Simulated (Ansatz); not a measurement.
**F$_{2}$PSi (SMILES F/[Si-]=P/F) (charge −1): density, localisation and related maps**

Input

```
crystal:
  periodic: [false, false, false]
  atoms:
    - symbol: F
      position_ang: [-1.390751, 1.351987, -0.729625]
    - symbol: F
      position_ang: [0.574308, -2.062783, 1.053552]
    - symbol: P
      position_ang: [-0.133943, -1.279585, -0.303773]
    - symbol: Si
      position_ang: [-0.684553, 0.582371, 0.641836]
basis:
  gaussian:
    orbitals: def2-TZVPD
total_charge: -1
hamiltonian:
  xc: {name: PBE0}
output: {forces: true, orbitals: {seedname: orbitals}}
```

Launched as:

```sh
ansatz run input.yaml --threads 1 --pin off --max-ram 2610MiB --events-out events.jsonl --progress --plain --runs-dir runs
```

Geometry: PBE0-D3(BJ)/def2-SVPD.

Method: isolated molecule in a Gaussian basis; Kohn-Sham density functional theory, functional PBE0 (Ansatz 0.2.0).

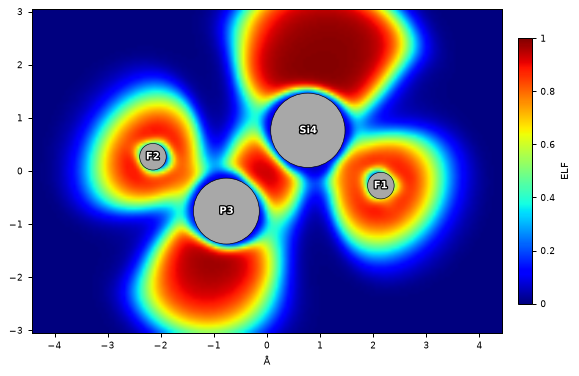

Figure 1. Electron localisation function on the molecular plane. Grey discs cover the atomic cores.

What does the map show?

Answer. Atoms in the plane: F, P and Si.
P–F (1.72 Å): the ELF peaks at about 0.80 in the valence shell of F, 0.6 Å from its nucleus, and is about 0.65 at the midpoint.
Si–F (1.72 Å): the ELF peaks at about 0.85 in the valence shell of F, 0.6 Å from its nucleus, and is about 0.55 at the midpoint.
Si–P (2.16 Å): the ELF peaks at about 0.95 between the atoms; localised, covalent bonding.
The ELF also peaks beside P3, F1, F2 and Si4, away from the bonds: lone-pair regions.

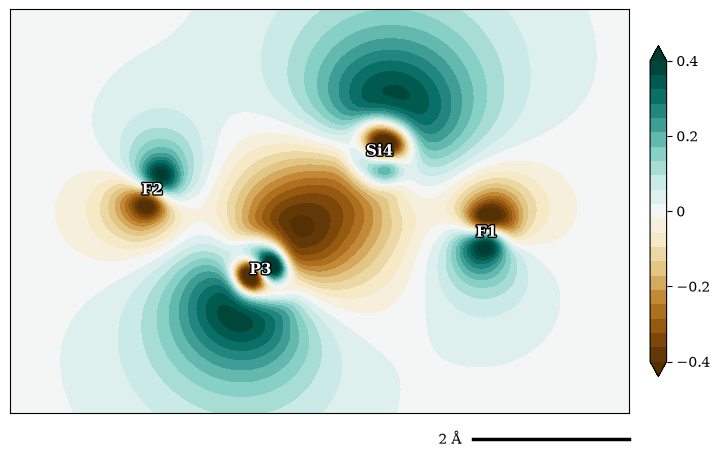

Figure 2. The HOMO−1 on the molecular plane (values in Å⁻³ᐟ²; the overall sign is arbitrary).

What is the character of this orbital?

Answer. By Hirshfeld shares it lies mainly on Si4 (about 50 %) and P3 (about 40 %); it is symmetric in the molecular plane (an in-plane orbital: σ, lone-pair or in-plane π type). Its energy is −1.04 eV.

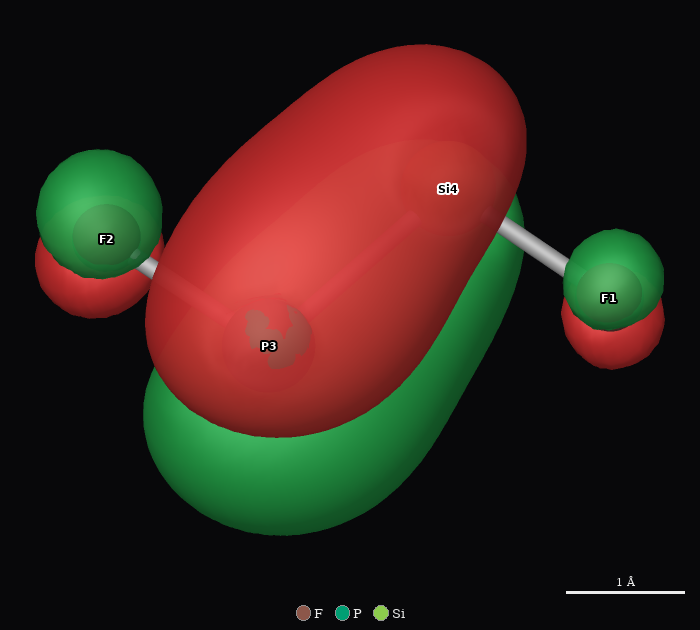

Figure 3. The HOMO at ±0.1 Å⁻³ᐟ² (green and red are the two phases), seen at a tilt.

Describe this orbital and give its energy.

Answer. It lies mainly on P3 (about 60 %), Si4 (about 30 %) and F2 (about 5 %); it changes sign across the molecular plane (π type); π-bonding across P3–Si4. Its energy is −1.02 eV.
